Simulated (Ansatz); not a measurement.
# CH₃BOS: a spread of methods and bases

How do the results and run time of CH₃BOS respond when the settings are drawn wide?

The runs use Ansatz 0.2.0, Gaussian basis; the settings change from run to run.

**1. The relaxed structure**

An earlier PBE0-D4 in a triple-zeta def2 set relaxation fixed the geometry.

SMILES `B1OCS1`, 7 atoms, charge 0, spin multiplicity 1.

Atoms are counted from 1 here; the program's logs count them from 0.

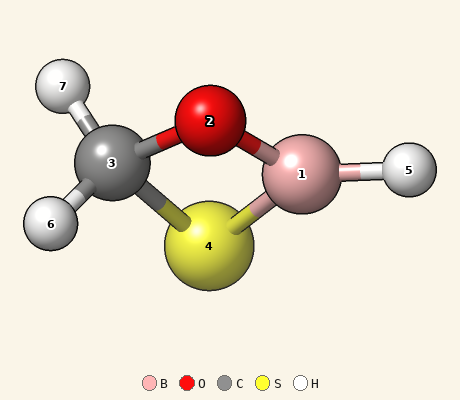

The geometry (boron pink, oxygen red, carbon grey, sulfur yellow, hydrogen white); atoms are numbered from 1 in the order of the file.

**2. r2SCAN50/x2c-TZVPPall**

This run has multiplicity 3, restricted open-shell orbitals, atoms shaken by 0.15 Å, D3(BJ) dispersion, high accuracy.

Contents of in.yaml:

```yaml
crystal:
  periodic: [false, false, false]
  atoms:
    - {symbol: B, position_ang: [-1.125906, 0.390021, -0.546849]}
    - {symbol: O, position_ang: [-0.323585, 0.604147, 0.731636]}
    - {symbol: C, position_ang: [0.689880, -0.087430, 0.427118]}
    - {symbol: S, position_ang: [0.115481, -0.637044, -1.124694]}
    - {symbol: H, position_ang: [-2.002414, 0.901083, -0.565665]}
    - {symbol: H, position_ang: [1.936575, 0.060164, 0.331344]}
    - {symbol: H, position_ang: [0.701643, -0.978480, 1.193668]}
basis:
  gaussian: {orbitals: x2c-TZVPPall}
magnetization: {spin_polarized: false, initial_magnetization: 2}
hamiltonian: {xc: {name: r2SCAN50}, dispersion: d3bj}
accuracy: high
output: {forces: true}
```

On the command line:

```console
$ ansatz run in.yaml --threads 2 --pin off --events-out ev --progress --plain --max-ram 4352MiB
```

The program printed, cut to the lines that bear on the results:

```text
Warning: the engine holds no damping parameters fitted to this dispersion correction and functional, so the run takes those fitted to r2scan50 beside the three-body term, which d3bj leaves out (hamiltonian.dispersion, under Limitations)
Functional definition: r2SCAN50
  name "r2SCAN50"
  cite "Bursch, Neugebauer, Ehlert & Grimme, J. Chem. Phys. 156, 134105 (2022) doi:10.1063/5.0086040"
  cite "Furness, Kaplan, Ning, Perdew & Sun, J. Phys. Chem. Lett. 11, 8208 (2020) doi:10.1021/acs.jpclett.0c02405"
  cite "Furness, Kaplan, Ning, Perdew & Sun, J. Phys. Chem. Lett. 11, 9248 (2020) doi:10.1021/acs.jpclett.0c03077"
  parent r2scan
[...]
3061 factors; integrals over basis functions are off by at most 3.9e-9 eV
[...]
mean field -14667.48730851 eV, -539.0202166079 hartree, gradient 5.2e-8 eV, S^2 2.000000; 6 other end points of the search recorded, 0 dependent functions left out
[...]
reference -14667.48731024 eV, -539.0202166715 hartree; 20, 18 occupied and 157, 159 virtual orbitals, 3061 factors
Total energy: -14667.53184609 eV, -539.0218533335 hartree
Relativity: scalar
Atom 0 at    -1.125906     0.390021    -0.546849 Å, force     2.407274     0.759102     4.201910 eV/Å
Atom 1 at    -0.323585     0.604147     0.731636 Å, force    -2.984123     4.395690     0.495987 eV/Å
Atom 2 at     0.689880    -0.087430     0.427118 Å, force     5.327606    -5.537739     1.357158 eV/Å
Atom 3 at     0.115481    -0.637044    -1.124694 Å, force     3.496109    -3.976892    -3.556369 eV/Å
Atom 4 at    -2.002414     0.901083    -0.565665 Å, force    -5.646187     2.683741    -1.269816 eV/Å
Atom 5 at     1.936575     0.060164     0.331344 Å, force    -3.205586     1.073146     0.310069 eV/Å
Atom 6 at     0.701643    -0.978480     1.193668 Å, force     0.604908     0.602952    -1.538939 eV/Å
Dipole moment:     0.564952    -0.440409    -0.220567 e Å
```

It took 66 s on 2 threads of Arm Neoverse V1, shared host; peak memory 1.1 GiB.

Largest force 7.803 eV/Å, dipole 3.60 D.

**3. revPBE0/STO-3G**

This run has charge +1, multiplicity 2, restricted open-shell orbitals.

Contents of in.yaml:

```yaml
crystal:
  periodic: [false, false, false]
  atoms:
    - {symbol: B, position_ang: [-0.978183, 0.435431, -0.473644]}
    - {symbol: O, position_ang: [-0.307774, 0.575827, 0.712112]}
    - {symbol: C, position_ang: [0.743818, -0.321033, 0.381047]}
    - {symbol: S, position_ang: [0.123394, -0.745466, -1.294030]}
    - {symbol: H, position_ang: [-1.988830, 0.977642, -0.782599]}
    - {symbol: H, position_ang: [1.707403, 0.187915, 0.357434]}
    - {symbol: H, position_ang: [0.761470, -1.178316, 1.053979]}
basis:
  gaussian: {orbitals: STO-3G}
total_charge: 1
magnetization: {spin_polarized: false, initial_magnetization: 1}
hamiltonian: {xc: {name: revPBE0}}
output: {forces: true}
```

The command is unchanged.

The program printed, cut to the lines that bear on the results:

```text
Functional definition: revPBE0
  name "revPBE0"
  cite "Zhang & Yang, Phys. Rev. Lett. 80, 890 (1998) doi:10.1103/PhysRevLett.80.890"
  cite "Adamo & Barone, J. Chem. Phys. 110, 6158 (1999) doi:10.1063/1.478522"
  cite "Perdew, Burke & Ernzerhof, Phys. Rev. Lett. 77, 3865 (1996) doi:10.1103/PhysRevLett.77.3865"
[...]
351 factors; integrals over basis functions are off by at most 3.6e-5 eV
[...]
mean field -14466.51354387 eV, -531.6345669820 hartree, gradient 3.7e-6 eV, S^2 0.750000; 3 other end points of the search recorded, 0 dependent functions left out
[...]
reference -14466.51356081 eV, -531.6345676046 hartree; 19, 18 occupied and 8, 9 virtual orbitals, 351 factors
Total energy: -14466.51356081 eV, -531.6345676046 hartree
Atom 0 at    -0.978183     0.435431    -0.473644 Å, force    -2.964176     2.579828     1.034702 eV/Å
Atom 1 at    -0.307774     0.575827     0.712112 Å, force    -2.153571     1.507938     0.033128 eV/Å
Atom 2 at     0.743818    -0.321033     0.381047 Å, force     2.263191    -1.302758     0.518274 eV/Å
Atom 3 at     0.123394    -0.745466    -1.294030 Å, force     1.103392    -1.767903    -1.969238 eV/Å
Atom 4 at    -1.988830     0.977642    -0.782599 Å, force     0.472341    -0.365760    -0.075880 eV/Å
Atom 5 at     1.707403     0.187915     0.357434 Å, force     1.047043     0.263121    -0.070634 eV/Å
Atom 6 at     0.761470    -1.178316     1.053979 Å, force     0.231780    -0.914465     0.529648 eV/Å
Dipole moment:     0.216041    -0.250843    -0.198608 e Å
```

It took 1.1 s on 2 threads of Arm Neoverse V1, shared host.

Largest force 4.064 eV/Å.

**4. revPBE/cc-pVTZ**

Options: coordinates scaled by 0.96, finite nuclei, high accuracy.

Contents of in.yaml:

```yaml
crystal:
  periodic: [false, false, false]
  atoms:
    - {symbol: B, position_ang: [-0.939055, 0.418014, -0.454698]}
    - {symbol: O, position_ang: [-0.295463, 0.552794, 0.683628]}
    - {symbol: C, position_ang: [0.714066, -0.308192, 0.365806]}
    - {symbol: S, position_ang: [0.118458, -0.715647, -1.242268]}
    - {symbol: H, position_ang: [-1.909277, 0.938536, -0.751295]}
    - {symbol: H, position_ang: [1.639107, 0.180399, 0.343136]}
    - {symbol: H, position_ang: [0.731011, -1.131184, 1.011820]}
basis:
  gaussian: {orbitals: cc-pVTZ, nuclear_model: gaussian}
hamiltonian: {xc: {name: revPBE}}
accuracy: high
```

Launched as before.

The program printed:

```text
Functional definition: revPBE
  name "revPBE"
  cite "Zhang & Yang, Phys. Rev. Lett. 80, 890 (1998) doi:10.1103/PhysRevLett.80.890"
  cite "Perdew, Burke & Ernzerhof, Phys. Rev. Lett. 77, 3865 (1996) doi:10.1103/PhysRevLett.77.3865"
  parameter kappa = 1.245
  parameter beta = 0.06672455060314922
  exchange = pbe_x(kappa = kappa, mu = beta*pi^2/3)
  correlation = pbe_c(beta = beta)
2909 factors; integrals over basis functions are off by at most 3.2e-9 eV
mean field evaluation 1: about -14635.6729 eV, gradient 6.1e1 eV
mean field evaluation 2: about -14602.9313 eV, gradient 1.3e2 eV
mean field evaluation 4: about -14643.3883 eV, gradient 1.3e1 eV
mean field evaluation 8: about -14643.6747 eV, gradient 7.5e-1 eV
mean field evaluation 16: about -14643.6760 eV, gradient 1.6e-5 eV
mean field -14643.67598045 eV, -538.1451664415 hartree, gradient 7.0e-8 eV, S^2 0.000000; 0 other end points of the search recorded, 0 dependent functions left out
reference -14643.67598445 eV, -538.1451665883 hartree; 19, 19 occupied and 147, 147 virtual orbitals, 2909 factors
Total energy: -14643.67598445 eV, -538.1451665883 hartree
```

It took 10 s on 2 threads of Arm Neoverse V1, shared host; peak memory 0.62 GiB.

**5. revPBE/cc-pVDZ**

Options: atoms shaken by 0.08 Å, density fitting with def2-universal-jkfit.

Contents of in.yaml:

```yaml
crystal:
  periodic: [false, false, false]
  atoms:
    - {symbol: B, position_ang: [-0.853197, 0.527098, -0.504247]}
    - {symbol: O, position_ang: [-0.406425, 0.646866, 0.720712]}
    - {symbol: C, position_ang: [0.749622, -0.283825, 0.431486]}
    - {symbol: S, position_ang: [0.081419, -0.855500, -1.207081]}
    - {symbol: H, position_ang: [-2.013594, 0.947352, -0.675991]}
    - {symbol: H, position_ang: [1.611880, 0.263362, 0.307683]}
    - {symbol: H, position_ang: [0.866283, -1.063606, 0.844026]}
basis:
  gaussian: {orbitals: cc-pVDZ, fitting: {mean_field: def2-universal-jkfit}}
hamiltonian: {xc: {name: revPBE}}
output: {forces: true}
```

The command is unchanged.

The program printed, cut to the lines that bear on the results:

```text
Functional definition: revPBE
  name "revPBE"
  cite "Zhang & Yang, Phys. Rev. Lett. 80, 890 (1998) doi:10.1103/PhysRevLett.80.890"
  cite "Perdew, Burke & Ernzerhof, Phys. Rev. Lett. 77, 3865 (1996) doi:10.1103/PhysRevLett.77.3865"
[...]
409 factors; integrals over basis functions are off by at most 2.8e-1 eV
[...]
mean field -14640.66761899 eV, -538.0346111971 hartree, gradient 4.2e-5 eV, S^2 0.000000; 0 other end points of the search recorded, 0 dependent functions left out
[...]
reference -14640.66765606 eV, -538.0346125592 hartree; 19, 19 occupied and 56, 56 virtual orbitals, 409 factors
Total energy: -14640.66765606 eV, -538.0346125592 hartree
Atom 0 at    -0.853197     0.527098    -0.504247 Å, force    -4.113560    -0.463187    -2.246096 eV/Å
Atom 1 at    -0.406425     0.646866     0.720712 Å, force     3.329509    -0.635384     3.162906 eV/Å
Atom 2 at     0.749622    -0.283825     0.431486 Å, force    -4.080055    10.217028    -6.479108 eV/Å
Atom 3 at     0.081419    -0.855500    -1.207081 Å, force     0.434324     0.182952    -1.261102 eV/Å
Atom 4 at    -2.013594     0.947352    -0.675991 Å, force     0.787291     0.199495    -0.678447 eV/Å
Atom 5 at     1.611880     0.263362     0.307683 Å, force     2.523617     1.739978    -0.212458 eV/Å
Atom 6 at     0.866283    -1.063606     0.844026 Å, force     1.118874   -11.240882     7.714305 eV/Å
Dipole moment:     0.355733    -0.077633     0.170078 e Å
```

Run time: 0.95 s. Hardware: 2 threads of Arm Neoverse V1, shared host.

Largest force 13.679 eV/Å, dipole 1.93 D.

**6. r2SCAN0/cc-pVTZ**

This run has D4 dispersion, high accuracy.

Contents of in.yaml:

```yaml
crystal:
  periodic: [false, false, false]
  atoms:
    - {symbol: B, position_ang: [-0.978183, 0.435431, -0.473644]}
    - {symbol: O, position_ang: [-0.307774, 0.575827, 0.712112]}
    - {symbol: C, position_ang: [0.743818, -0.321033, 0.381047]}
    - {symbol: S, position_ang: [0.123394, -0.745466, -1.294030]}
    - {symbol: H, position_ang: [-1.988830, 0.977642, -0.782599]}
    - {symbol: H, position_ang: [1.707403, 0.187915, 0.357434]}
    - {symbol: H, position_ang: [0.761470, -1.178316, 1.053979]}
basis:
  gaussian: {orbitals: cc-pVTZ}
hamiltonian: {xc: {name: r2SCAN0}, dispersion: d4}
accuracy: high
output: {forces: true}
```

The command is unchanged.

The program printed, cut to the lines that bear on the results:

```text
Functional definition: r2SCAN0
  name "r2SCAN0"
  cite "Bursch, Neugebauer, Ehlert & Grimme, J. Chem. Phys. 156, 134105 (2022) doi:10.1063/5.0086040"
  cite "Furness, Kaplan, Ning, Perdew & Sun, J. Phys. Chem. Lett. 11, 8208 (2020) doi:10.1021/acs.jpclett.0c02405"
  cite "Furness, Kaplan, Ning, Perdew & Sun, J. Phys. Chem. Lett. 11, 9248 (2020) doi:10.1021/acs.jpclett.0c03077"
  parent r2scan
[...]
2936 factors; integrals over basis functions are off by at most 3.1e-9 eV
[...]
mean field -14643.97610435 eV, -538.1561957913 hartree, gradient 5.4e-8 eV, S^2 0.000000; 0 other end points of the search recorded, 0 dependent functions left out
[...]
reference -14643.97610494 eV, -538.1561958129 hartree; 19, 19 occupied and 147, 147 virtual orbitals, 2936 factors
Total energy: -14644.01146845 eV, -538.1574953981 hartree
Atom 0 at    -0.978183     0.435431    -0.473644 Å, force    -0.022251     0.099488     0.164532 eV/Å
Atom 1 at    -0.307774     0.575827     0.712112 Å, force    -0.031426    -0.081440    -0.202278 eV/Å
Atom 2 at     0.743818    -0.321033     0.381047 Å, force     0.120721     0.004190     0.172183 eV/Å
Atom 3 at     0.123394    -0.745466    -1.294030 Å, force    -0.000284    -0.022413    -0.044142 eV/Å
Atom 4 at    -1.988830     0.977642    -0.782599 Å, force     0.129785    -0.071211     0.036683 eV/Å
Atom 5 at     1.707403     0.187915     0.357434 Å, force    -0.181622    -0.084649    -0.002096 eV/Å
Atom 6 at     0.761470    -1.178316     1.053979 Å, force    -0.014924     0.156036    -0.124882 eV/Å
Dipole moment:     0.194253    -0.074393     0.117897 e Å
```

Wall time 24 s (2 threads of Arm Neoverse V1, shared host); peak memory 0.79 GiB.

Largest force 0.220 eV/Å, dipole 1.15 D.

**7. r2SCAN0/STO-3G**

This run has multiplicity 3, finite nuclei, D3(BJ) dispersion.

in.yaml, as its differences from that of step 6:

```diff
@@ -11,5 +11,5 @@
 basis:
-  gaussian: {orbitals: cc-pVTZ}
-hamiltonian: {xc: {name: r2SCAN0}, dispersion: d4}
-accuracy: high
+  gaussian: {orbitals: STO-3G, nuclear_model: gaussian}
+magnetization: {spin_polarized: true, initial_magnetization: 2}
+hamiltonian: {xc: {name: r2SCAN0}, dispersion: d3bj}
 output: {forces: true}
```

Launched as before.

The program printed, cut to the lines that bear on the results:

```text
Warning: the engine holds no damping parameters fitted to this dispersion correction and functional, so the run takes those fitted to r2scan0 beside the three-body term, which d3bj leaves out (hamiltonian.dispersion, under Limitations)
Functional definition: r2SCAN0
  name "r2SCAN0"
  cite "Bursch, Neugebauer, Ehlert & Grimme, J. Chem. Phys. 156, 134105 (2022) doi:10.1063/5.0086040"
  cite "Furness, Kaplan, Ning, Perdew & Sun, J. Phys. Chem. Lett. 11, 8208 (2020) doi:10.1021/acs.jpclett.0c02405"
  cite "Furness, Kaplan, Ning, Perdew & Sun, J. Phys. Chem. Lett. 11, 9248 (2020) doi:10.1021/acs.jpclett.0c03077"
  parent r2scan
[...]
353 factors; integrals over basis functions are off by at most 3.2e-5 eV
[...]
mean field -14468.34444445 eV, -531.7018513375 hartree, gradient 1.3e-5 eV, S^2 2.007206; 4 other end points of the search recorded, 0 dependent functions left out
[...]
reference -14468.34444849 eV, -531.7018514860 hartree; 20, 18 occupied and 7, 9 virtual orbitals, 353 factors
Total energy: -14468.38420802 eV, -531.7033126216 hartree
Atom 0 at    -0.978183     0.435431    -0.473644 Å, force    -6.349094     2.243676    -4.220518 eV/Å
Atom 1 at    -0.307774     0.575827     0.712112 Å, force     1.843414     1.252414     4.959334 eV/Å
Atom 2 at     0.743818    -0.321033     0.381047 Å, force     0.757256    -0.544750    -0.039885 eV/Å
Atom 3 at     0.123394    -0.745466    -1.294030 Å, force     1.386633    -1.598223    -1.252012 eV/Å
Atom 4 at    -1.988830     0.977642    -0.782599 Å, force     1.150967    -0.744160     0.103252 eV/Å
Atom 5 at     1.707403     0.187915     0.357434 Å, force     0.856765     0.058598     0.039851 eV/Å
Atom 6 at     0.761470    -1.178316     1.053979 Å, force     0.354060    -0.667555     0.409979 eV/Å
Dipole moment:     0.669811    -0.516313    -0.103135 e Å
```

Run time: 2.9 s. Hardware: 2 threads of Arm Neoverse V1, shared host.

Largest force 7.947 eV/Å, dipole 4.09 D, ⟨S²⟩ 2.007.

**8. HF/def2-TZVP**

This run has charge -1, multiplicity 2, finite nuclei, a point charge of -1.00 e beside it.

in.yaml, as its differences from that of step 7:

```diff
@@ -11,5 +11,6 @@
 basis:
-  gaussian: {orbitals: STO-3G, nuclear_model: gaussian}
-magnetization: {spin_polarized: true, initial_magnetization: 2}
-hamiltonian: {xc: {name: r2SCAN0}, dispersion: d3bj}
+  gaussian: {orbitals: def2-TZVP, nuclear_model: gaussian, point_charges: [{charge: -1.00, position_ang: [4.940, -0.524, 0.621]}]}
+total_charge: -1
+magnetization: {spin_polarized: true, initial_magnetization: 1}
+hamiltonian: {xc: {name: HF}}
 output: {forces: true}
```

The command is unchanged.

The program printed, cut to the lines that bear on the results:

```text
Functional definition: HF
  name "HF"
  cite "Fock, Z. Phys. 61, 126 (1930) doi:10.1007/BF01340294"
  parent pbe
[...]
1094 factors; their error is unknown
[...]
mean field -14602.38288632 eV, -536.6276732216 hartree, gradient 1.5e-5 eV, S^2 0.760823; 2 other end points of the search recorded, 0 dependent functions left out
[...]
reference -14602.38288632 eV, -536.6276732216 hartree; 20, 19 occupied and 128, 129 virtual orbitals, 1094 factors
Total energy: -14602.38288632 eV, -536.6276732216 hartree
Atom 0 at    -0.978183     0.435431    -0.473644 Å, force    -3.108434     1.065584    -1.119752 eV/Å
Atom 1 at    -0.307774     0.575827     0.712112 Å, force     1.974975    -0.487255     1.602947 eV/Å
Atom 2 at     0.743818    -0.321033     0.381047 Å, force    -0.049333     0.642171     0.386417 eV/Å
Atom 3 at     0.123394    -0.745466    -1.294030 Å, force     1.250747    -1.188898    -0.718725 eV/Å
Atom 4 at    -1.988830     0.977642    -0.782599 Å, force    -0.167690     0.187639    -0.157040 eV/Å
Atom 5 at     1.707403     0.187915     0.357434 Å, force    -0.213590    -0.381190     0.064264 eV/Å
Atom 6 at     0.761470    -1.178316     1.053979 Å, force     0.080133     0.183819    -0.141164 eV/Å
Dipole moment:     1.178931    -0.424189     0.290011 e Å
```

Wall time 6.5 s (2 threads of Arm Neoverse V1, shared host); peak memory 0.34 GiB.

Largest force 3.472 eV/Å, ⟨S²⟩ 0.761.

**9. BLYP/aug-cc-pVTZ**

This run has charge +1, multiplicity 2, D3(BJ) with three-body dispersion.

in.yaml, as its differences from that of step 8:

```diff
@@ -11,6 +11,6 @@
 basis:
-  gaussian: {orbitals: def2-TZVP, nuclear_model: gaussian, point_charges: [{charge: -1.00, position_ang: [4.940, -0.524, 0.621]}]}
-total_charge: -1
+  gaussian: {orbitals: aug-cc-pVTZ}
+total_charge: 1
 magnetization: {spin_polarized: true, initial_magnetization: 1}
-hamiltonian: {xc: {name: HF}}
+hamiltonian: {xc: {name: BLYP}, dispersion: d3bjatm}
 output: {forces: true}
```

Same command.

The program printed, cut to the lines that bear on the results:

```text
Functional definition: BLYP
  name "BLYP"
  cite "Becke, Phys. Rev. A 38, 3098 (1988) doi:10.1103/PhysRevA.38.3098"
  cite "Lee, Yang & Parr, Phys. Rev. B 37, 785 (1988) doi:10.1103/PhysRevB.37.785"
[...]
1180 factors; their error is unknown
[...]
mean field -14636.33788957 eV, -537.8754965755 hartree, gradient 1.8e-5 eV, S^2 0.753648; 5 other end points of the search recorded, 0 dependent functions left out
[...]
reference -14636.33820973 eV, -537.8755083411 hartree; 19, 18 occupied and 238, 239 virtual orbitals, 1180 factors
Total energy: -14636.63624152 eV, -537.8864608074 hartree
Atom 0 at    -0.978183     0.435431    -0.473644 Å, force    -2.233299     2.240192     1.361105 eV/Å
Atom 1 at    -0.307774     0.575827     0.712112 Å, force    -0.916671     0.314475    -0.628082 eV/Å
Atom 2 at     0.743818    -0.321033     0.381047 Å, force     1.326062    -0.392037     1.032022 eV/Å
Atom 3 at     0.123394    -0.745466    -1.294030 Å, force     1.206899    -1.565278    -1.431275 eV/Å
Atom 4 at    -1.988830     0.977642    -0.782599 Å, force     0.219580    -0.217908    -0.129140 eV/Å
Atom 5 at     1.707403     0.187915     0.357434 Å, force     0.299824    -0.043652    -0.176755 eV/Å
Atom 6 at     0.761470    -1.178316     1.053979 Å, force     0.097605    -0.335793    -0.027876 eV/Å
Dipole moment:     0.208915    -0.250555    -0.207718 e Å
```

Run time: 18 s. Hardware: 2 threads of Arm Neoverse V1, shared host; peak memory 0.54 GiB.

Largest force 3.444 eV/Å, ⟨S²⟩ 0.754.

**10. CCSD(T)/aug-cc-pVDZ**

in.yaml, as its differences from that of step 9:

```diff
@@ -11,6 +11,4 @@
 basis:
-  gaussian: {orbitals: aug-cc-pVTZ}
-total_charge: 1
-magnetization: {spin_polarized: true, initial_magnetization: 1}
-hamiltonian: {xc: {name: BLYP}, dispersion: d3bjatm}
-output: {forces: true}
+  gaussian: {orbitals: aug-cc-pVDZ}
+hamiltonian: {xc: {name: HF}}
+correlation: {method: ccsd_t}
```

The command is unchanged.

The program printed, cut to the lines that bear on the results:

```text
Functional definition: HF
  name "HF"
  cite "Fock, Z. Phys. 61, 126 (1930) doi:10.1007/BF01340294"
  parent pbe
[...]
1218 factors; integrals over basis functions are off by at most 5.7e-4 eV
[...]
mean field -14605.68236100 eV, -536.7489266798 hartree, gradient 2.6e-6 eV, S^2 0.000000; 0 other end points of the search recorded, 0 dependent functions left out
8 core orbitals not correlated: weight in the atoms' cores, before any rotation towards them, 1.000 or more for the frozen orbitals, at most 0.000 for the correlated occupied ones
reference -14605.68236100 eV, -536.7489266798 hartree; 11, 11 occupied and 104, 104 virtual orbitals, 1218 factors
second order -15.18599127 eV of doubles, -0.00000000 eV of singles
cycle   1  -15.52976779 eV  change   -3.4e-1 eV  update   1.0e-1
[...]
cycle   9  -16.06471092 eV  change   -1.1e-5 eV  update   2.1e-5
perturbative correction -0.61420821 eV, -0.0225717354 hartree
Total energy: -14622.36128014 eV, -537.3618656527 hartree
```

Wall time 13 s (2 threads of Arm Neoverse V1, shared host); peak memory 0.67 GiB.

T1 0.016.

**11. The runs in one table**

```tsv
level	charge	multiplicity	geometry	functions	energy (eV)	time
r2SCAN50/x2c-TZVPPall	0	3	shaken	177	-14667.532	66 s
revPBE0/STO-3G	1	2	relaxed	27	-14466.514	1.1 s
revPBE/cc-pVTZ	0	1	scaled	166	-14643.676	10 s
revPBE/cc-pVDZ	0	1	shaken	75	-14640.668	0.95 s
r2SCAN0/cc-pVTZ	0	1	relaxed	166	-14644.011	24 s
r2SCAN0/STO-3G	0	3	relaxed	27	-14468.384	2.9 s
HF/def2-TZVP	-1	2	relaxed, point charge	148	-14602.383	6.5 s
BLYP/aug-cc-pVTZ	1	2	relaxed	257	-14636.636	18 s
CCSD(T)/aug-cc-pVDZ	0	1	relaxed	123	-14622.361	13 s
```

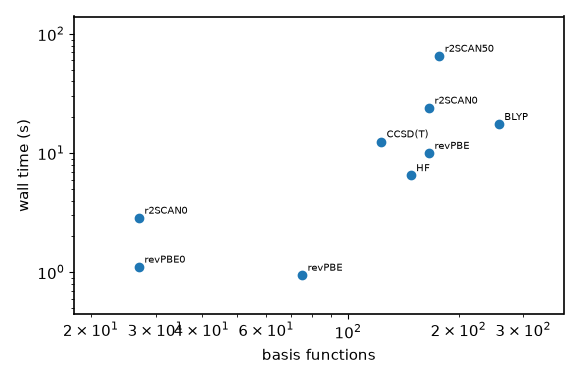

Wall time against the number of basis functions (shared host).

**12. Outcome**

| quantity | value |
| --- | --- |
| runs | 9 |
| quickest | revPBE/cc-pVDZ, 0.95 s |
| slowest | r2SCAN50/x2c-TZVPPall, 66 s |
| spread of total energies, same state and geometry | 21.7 eV |

What this shows: r2SCAN50/x2c-TZVPPall took 69 times as long as revPBE/cc-pVDZ. The jobs differ in tasks and options as well as level. Total energies at one charge and spin differ by 22 eV between levels, so only differences within one level mean anything. At the PBE0-D4/def2-TZVP geometry and in the same state, runs without warnings or point charges leave forces up to 0.22 eV/Å (r2SCAN0/cc-pVTZ), against 13.7 eV/Å where the atoms were moved.
